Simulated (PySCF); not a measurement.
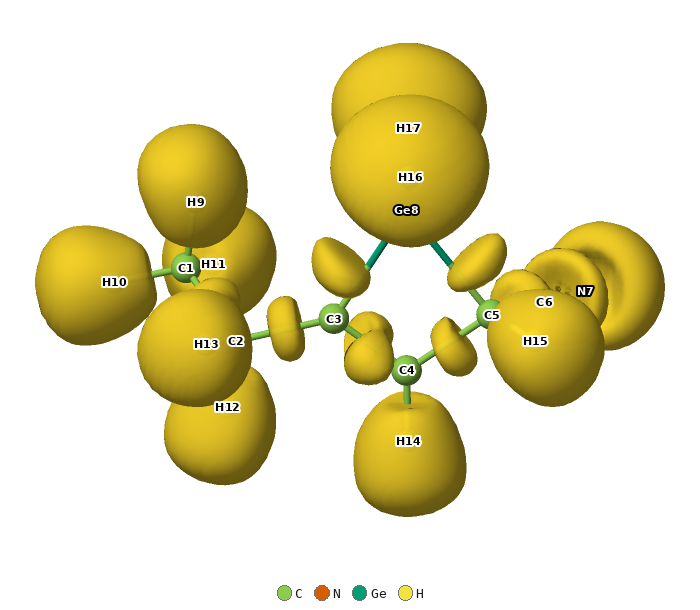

Figure 1: C6H9GeN. Isosurface of the ELF at 0.8 (yellow), seen at a tilt. Only the valence region is drawn (cores and ρ < 0.01 e/Å³ removed).

Geometry: GFN2-xTB.

Theory: PBE0/def2-SVPD, SCF density, gas phase in PySCF 2.14.0.

Input

```
{"job": {"kind": "uv", "xc": "PBE0", "basis": "def2-SVPD", "nstates": 8, "ntriplets": 3}, "charge": 0, "multiplicity": 1}
C      2.270642    -0.887051    -0.443258
C      1.655322     0.508643    -0.469633
C      0.238628     0.462319    -0.016766
C     -0.855832     0.982201    -0.576869
C     -2.058861     0.620682     0.270276
C     -2.992439    -0.211179    -0.410506
N     -3.717269    -0.910460    -0.957035
Ge    -0.743280    -0.352769     1.490255
H      2.204391    -1.301508     0.563532
H      3.316498    -0.853708    -0.738059
H      1.736818    -1.547911    -1.123049
H      1.705633     0.927047    -1.478271
H      2.224547     1.163506     0.197624
H     -0.927127     1.558231    -1.488216
H     -2.579124     1.487955     0.684798
H     -0.596023     0.218483     2.887449
H     -0.889522    -1.852450     1.597817
```

Run with:

```sh
OMP_NUM_THREADS=1 python probes_run.py task.json out
```

Q: What do the ELF domains correspond to?

A: The surface consists of five regions between bonded C–C atoms (shared pairs), one region between bonded C–N atoms (shared pairs), nine regions around hydrogen nuclei, one lobe on N, pointing away from the bonds (lone pairs) and two regions wrapped around C (the valence shell of each). Along the contacts the grid gives the following. C–N (1.15 Å): the ELF peaks at about 0.85 between the atoms (a multiple bond). C–C (1.33 Å): the ELF peaks at about 0.90 between the atoms (a short, multiple covalent bond).
